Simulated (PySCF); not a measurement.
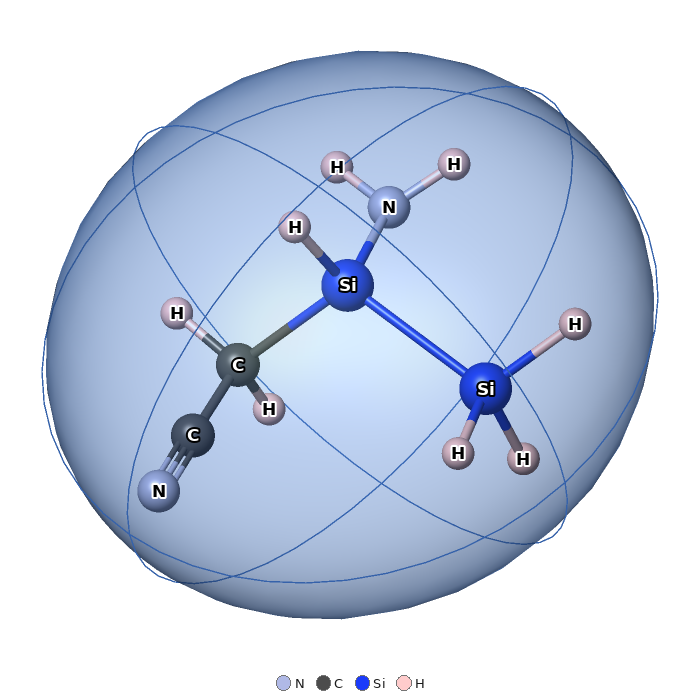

The ellipsoid shows the static dipole polarisability: its half-axes are proportional to the principal values. The computed structure is the end point of a GFN2-xTB optimisation. No frequency run is at hand to confirm it as a minimum. Computed with PBE0/def2-SVPD (PySCF 2.14.0).

Question: Give the principal values, the mean and the anisotropy.

Answer: Principal values 76.4, 94.7, 100.6 bohr³; mean 90.6 bohr³ (13.42 Å³); anisotropy 21.8 bohr³, so the longest axis is 1.32 times the shortest.

The geometry is semi-empirical. Around Si such bond lengths and angles can be off by a tenth of an ångström or more and by several degrees, and values that hang on the shape move with them.
